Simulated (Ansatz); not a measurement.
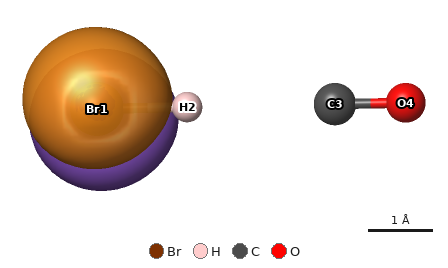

*HBr···CO (SMILES Br.[C-]#[O+]). The HOMO at ±0.15 Å⁻³ᐟ² (orange and purple are the two phases), seen from one side.*

Geometry: PBE0-D4/def2-TZVP.

Computed with RKS PBE0-D4/def2-TZVPPD (Ansatz 0.2.0).

Question: Where does this orbital lie, and at what energy?

Answer: It lies mainly on Br1 (about 95 %); largely a lone pair of Br1. It is one of a degenerate set, so its orientation is arbitrary. Its energy is −8.55 eV.
